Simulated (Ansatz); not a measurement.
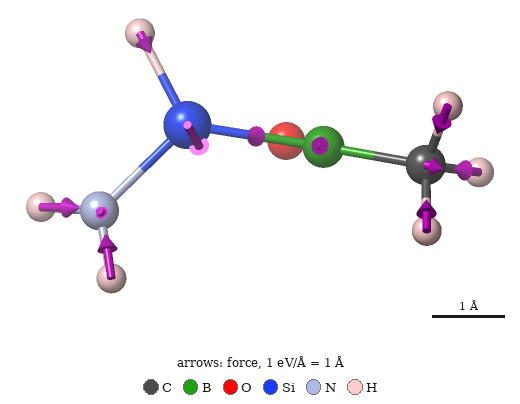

Starting geometry of CH$_{6}$BNOSi with the computed forces as purple arrows. Style: ball-and-stick. Shown at a tilt.

The start comes from PBE-D4/def2-SVP.

Theory: RKS PBE0-D4/def2-TZVP in Ansatz 0.2.0. Set-up: force threshold 0.005 eV/Å; at most 150 steps.

### Is this structure relaxed? If not, where do the atoms go?

It isn't relaxed: the largest force vector, on the O atom, is 1.19 eV/Å. The final displacements follow the starting forces only in part (cosine between the two patterns 0.53). The energy falls by 0.100 eV in 7 geometry steps. The largest force component goes from 0.77 to 0.004 eV/Å. An H atom moves most after the best rigid fit: 0.088 Å. By element the largest moves are H 0.088 Å, Si 0.071 Å, B 0.057 Å, O 0.056 Å, N 0.049 Å, C 0.012 Å. Near-neighbour distances that change, for instance: O–Si 1.843 → 1.745 Å, B–Si 1.932 → 1.897 Å, N–Si 1.723 → 1.696 Å, H–Si 1.498 → 1.480 Å. Bond angles that change, for instance: C–B–Si 160.3° → 165.6°, O–B–Si 65.6° → 62.3°, O–Si–H 105.9° → 109.0°.
